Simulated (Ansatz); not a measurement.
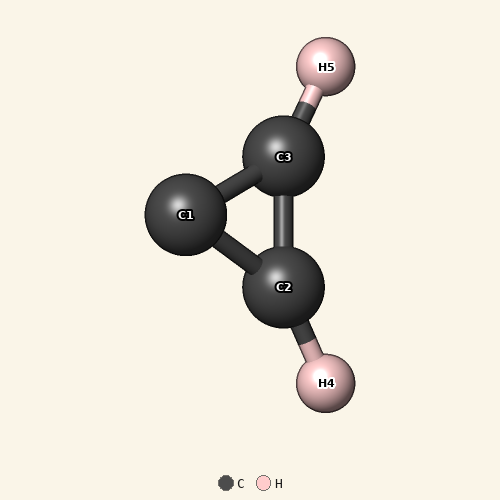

The system is C₃H₂ (SMILES C1=CC=1) with the probe H; the picture shows it without the atoms that are moved over the map. The probe is moved over a plane parallel to the molecule's main plane, 1.70 Å above it. First axis: x of the probe's H atom. Second axis: y of the probe's H atom. Nothing is relaxed (molecule and probe rigid). The grid has 19 × 19 points; 190 points were computed and 171 follow by symmetry. Points are written as (first, second). Energies are in kJ/mol, from the lowest grid point. Method: UKS CAM-B3LYP-D4/def2-SVPD in Ansatz 0.2.0.

Range: x of the probe's H atom from −2.97 to 2.97 Å; y of the probe's H atom from −2.97 to 2.97 Å.

Question: Predict the map.

Answer: The lowest grid point is at (1.32 Å, 0.00 Å) [nearest 1 C at 1.77 Å]. It is the only kind of minimum in the scanned range. The highest grid point, (0.00 Å, 0.00 Å) [nearest 3 C at 1.88 Å], lies 129 kJ/mol above the lowest. Near the minimum the curvatures are about 1.4 and 2.2 eV/Å² along the soft and the stiff direction.

| y of the probe's H atom ↓, x of the probe's H atom → | −2.64 | −1.98 | −1.32 | −0.66 | 0.00 | 0.66 | 1.32 | 1.98 | 2.64 |
| --- | --- | --- | --- | --- | --- | --- | --- | --- | --- |
| 2.64 | 41 | 41 | 44 | 45 | 43 | 41 | 40 | 40 | 41 |
| 1.98 | 41 | 45 | 52 | 55 | 51 | 45 | 40 | 39 | 40 |
| 1.32 | 41 | 48 | 59 | 63 | 61 | 54 | 40 | 37 | 39 |
| 0.66 | 41 | 49 | 63 | 76 | 86 | 61 | 22 | 28 | 37 |
| 0.00 | 41 | 49 | 70 | 107 | 129 | 62 | 0 | 19 | 36 |
| −0.66 | 41 | 49 | 63 | 76 | 86 | 61 | 22 | 28 | 37 |
| −1.32 | 41 | 48 | 59 | 63 | 61 | 54 | 40 | 37 | 39 |
| −1.98 | 41 | 45 | 52 | 55 | 51 | 45 | 40 | 39 | 40 |
| −2.64 | 41 | 41 | 44 | 45 | 43 | 41 | 40 | 40 | 41 |

The table holds every second grid line.

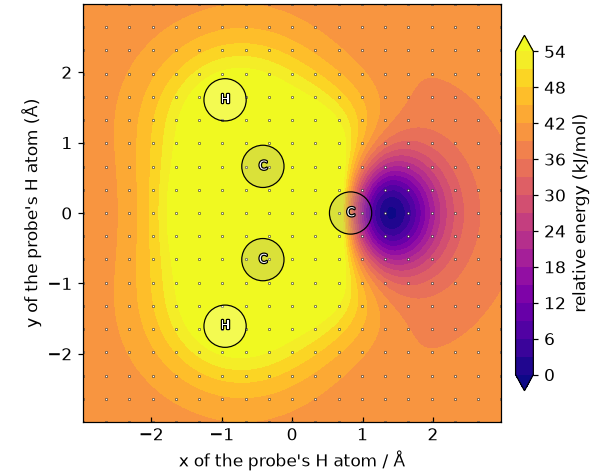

In the figure: filled contours, dots at the grid points, labelled circles for the molecule's atoms, projected on the plane, one colour for all values above the top of the scale. Between grid points the surface is interpolated.

Time for the 190 points that were run: 18 min on 1 thread of Arm Neoverse N1 (shared host).
